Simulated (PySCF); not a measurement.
# CCSD(T)/STO-6G run of BCl (SMILES [B]Cl)

What is the vertical singlet–triplet gap of BCl at CCSD(T)/STO-6G? Input form: a Python script.

The results are computed with PySCF 2.14.0.

17 further runs of the same task are left out: 7 that didn't finish, 10 set aside as unsound or not needed.

**1. Starting point**

BCl: 2 atoms, total charge 0, spin state singlet. SMILES: `[B]Cl`. Geometry: relaxed at PBE0-D4/def2-TZVP.

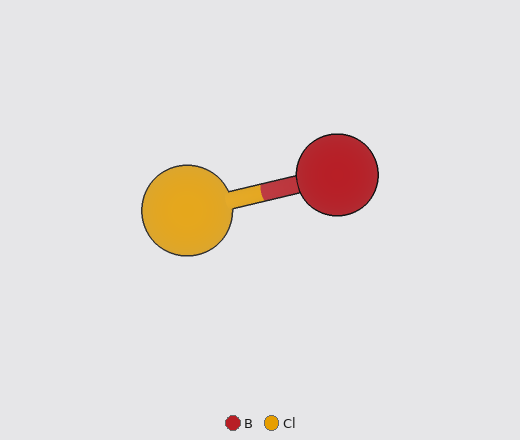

The structure, seen from a chosen angle (boron red, chlorine amber).

**2. A single-point energy at CCSD(T)/STO-6G**

Contents of calc.py:

```python
from pyscf import gto, scf, cc

molecule = gto.M(
    atom='''
B      0.000000     0.000000    -0.069660
Cl     0.000000     0.000000     1.648190
''',
    max_memory=1860,
    basis='sto-6g',
    charge=0,
    verbose=3,
)

mf = scf.RHF(molecule)
mf.conv_tol = 1e-10
mf.kernel()
if not mf.converged:
    mf = mf.newton().run(mf.mo_coeff, mf.mo_occ)

mycc = cc.CCSD(mf, frozen=6)
mycc.kernel()
e_t = mycc.ccsd_t()
e_final = mycc.e_tot + e_t
print('E(%s) = %.9f' % ('CCSD(T)', e_final))
```

Command:

```console
$ OMP_NUM_THREADS=1 python calc.py
```

What it wrote:

```text
converged SCF energy = -482.502731429816
E(CCSD) = -482.5655084704011  E_corr = -0.06277704058470157
CCSD(T) correction = -0.00239847898175398
E(CCSD(T)) = -482.567906949
```

It took 0.7 s on 1 thread of Arm Neoverse V2, shared host; peak memory 0.1 GiB.

**3. The triplet at the same level**

Contents of job.py:

```python
from pyscf import gto, scf, cc

system = gto.M(
    atom='''
B      0.000000     0.000000    -0.069660
Cl     0.000000     0.000000     1.648190
''',
    verbose=3,
    max_memory=1860,
    basis='sto-6g',
    spin=2,
)

hf = scf.UHF(system)
hf.conv_tol = 1e-10
hf.kernel()
if not hf.converged:
    hf = hf.newton().run(hf.mo_coeff, hf.mo_occ)

mycc = cc.CCSD(hf, frozen=6)
mycc.kernel()
e_t = mycc.ccsd_t()
e_final = mycc.e_tot + e_t
print('E = %.10f Eh' % e_final)
```

Command:

```console
$ OMP_NUM_THREADS=1 python job.py
```

What it wrote:

```text
WARN: HOMO 0.173364623310141 >= LUMO -0.195081913053202

converged SCF energy = -482.468149781394  <S^2> = 2.0056399  2S+1 = 3.0037576
E(UCCSD) = -482.4932533522769  E_corr = -0.02510357088267196
UCCSD(T) correction = -0.00127966777487909
E = -482.4945330201 Eh
```

It took 0.78 s on 1 thread of Arm Neoverse V2, shared host; peak memory 0.099 GiB.

**4. Outcome**

Level: CCSD(T)/STO-6G, 6 core orbitals frozen.

| quantity | value |
| --- | --- |
| singlet: total energy | -482.56791 Eh |
| singlet: dipole moment (Hartree–Fock density) | 0.34 D |
| singlet: HOMO energy (Hartree–Fock orbitals) | -8.25 eV |
| singlet: LUMO energy (Hartree–Fock orbitals) | 6.37 eV |
| singlet: HOMO–LUMO gap (Hartree–Fock orbitals) | 14.62 eV |
| singlet: correlation energy (6 core orbitals frozen) | -65.2 mEh |
| singlet: (T) correction | -2.40 mEh |
| singlet: T1 diagnostic | 0.015 |
| triplet: total energy | -482.49453 Eh |
| triplet: dipole moment (Hartree–Fock density) | 1.97 D |
| triplet: HOMO energy (Hartree–Fock orbitals) (highest over α and β) | -6.86 eV |
| triplet: LUMO energy (Hartree–Fock orbitals) (lowest over α and β) | 5.37 eV |
| triplet: correlation energy (6 core orbitals frozen) | -26.4 mEh |
| triplet: (T) correction | -1.28 mEh |
| triplet: ⟨S²⟩ of the reference determinant | 2.006 |
| triplet: T1 diagnostic | 0.015 |
| vertical energy of the triplet above the singlet | 1.997 eV |

What this shows: At this shape the triplet lies 2.00 eV (46 kcal/mol) above the singlet. In a minimal basis such a difference can be off by several eV, whatever the method. The triples (singlet) make up 3.7 % of the correlation energy. The triples (triplet) make up 4.9 % of the correlation energy.
